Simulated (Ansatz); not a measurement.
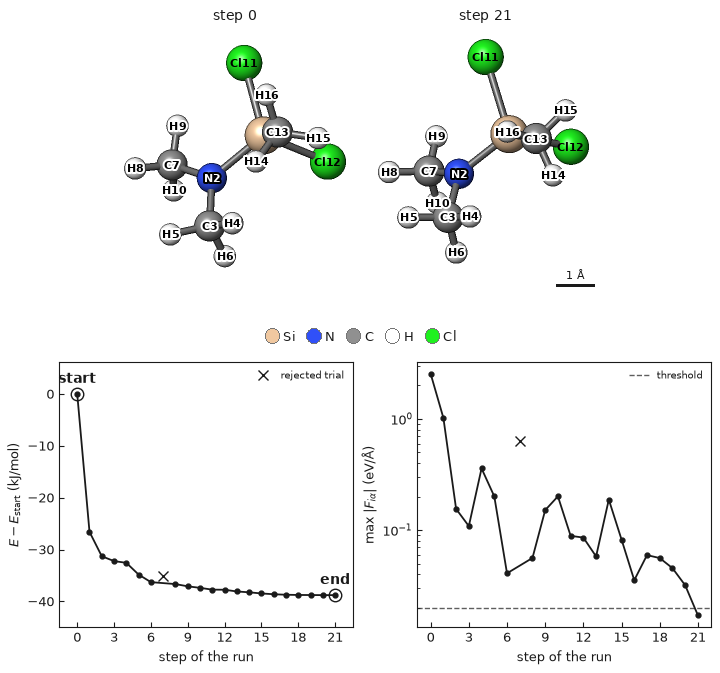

First and last geometry of a relaxation of C₃H₉Cl₂NSi, with the history of the run. A ball-and-stick model, seen from a free direction.

The run prepares the start of a later molecular dynamics calculation, from a guessed geometry.

Method: Ansatz, RKS B3LYP/6-31G. Set-up: no spin polarisation; force threshold 0.02 eV/Å; at most 40 steps.

> Read the history and describe the run.

It converged. The atom that moves furthest after the best rigid fit is an H atom (1.36 Å). By element the largest moves are H 1.36 Å, Cl 0.54 Å, C 0.43 Å, N 0.16 Å, Si 0.15 Å. Some distances before and after: Cl–Si 2.128 → 2.215 Å, N–Si 1.820 → 1.742 Å, C–Si 1.869 → 1.888 Å, C–H 1.110 → 1.093 Å. Among the angles between lasting bonds that change: C–N–C 120.0° → 114.3°, Cl–Si–Cl 109.5° → 103.8°, N–Si–C 109.5° → 114.7°. Groups turn about C–Si by about 55°, N–Si by about 30°. After 20 accepted moves (21 points after the start) the energy has fallen by 38.8 kJ/mol. Largest force component: 2.5 eV/Å at the start, 0.017 eV/Å at the end. The line search rejected the trial step at point 7 of the run.

| step | E − E(0), kJ/mol | largest force component, eV/Å | note |
| --- | --- | --- | --- |
| 0 | 0.00 | 2.5406 |  |
| 1 | -26.59 | 1.0209 |  |
| 2 | -31.29 | 0.1550 |  |
| 3 | -32.23 | 0.1086 |  |
| 4 | -32.56 | 0.3585 |  |
| 5 | -34.82 | 0.2012 |  |
| 6 | -36.28 | 0.0409 |  |
| 7 | -35.20 | 0.6294 | rejected |
| 8 | -36.66 | 0.0562 |  |
| 9 | -37.09 | 0.1511 |  |
| 10 | -37.39 | 0.2012 |  |
| 11 | -37.73 | 0.0888 |  |
| 12 | -37.75 | 0.0857 |  |
| 13 | -38.09 | 0.0580 |  |
| 14 | -38.25 | 0.1881 |  |
| 15 | -38.46 | 0.0823 |  |
| 16 | -38.62 | 0.0355 |  |
| 17 | -38.72 | 0.0596 |  |
| 18 | -38.76 | 0.0561 |  |
| 19 | -38.77 | 0.0455 |  |
| 20 | -38.79 | 0.0319 |  |
| 21 | -38.79 | 0.0172 |  |

Limits of the set-up: the basis has no polarisation functions, which atoms past neon need.
